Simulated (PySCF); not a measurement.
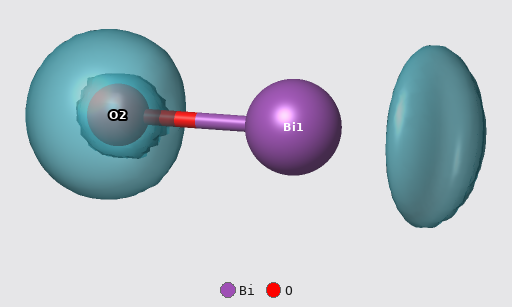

*BiO (charge +1). Isosurface of the electron localisation function at 0.75 (cyan), seen from one side. Only the valence region is drawn (cores and ρ < 0.01 e/Å³ removed).*

Core potentials replace the inner electrons of Bi.

The calculation used PySCF, PBE0/cc-pVDZ(-PP), non-relativistic Hamiltonian with scalar-relativistic core potentials where named, at a bond length of 1.886 Å.

> Identify the bonds, lone pairs and shells in this picture.

The ELF exceeds this value in one lobe on Bi, pointing away from the bonds (lone pairs) and one region wrapped around O (its valence shell). Along the contacts the grid gives the following. Bi–O (1.89 Å): the ELF peaks at about 0.80 in the valence shell of O, 0.6 Å from its nucleus, and drops to about 0.20 between the two atoms.
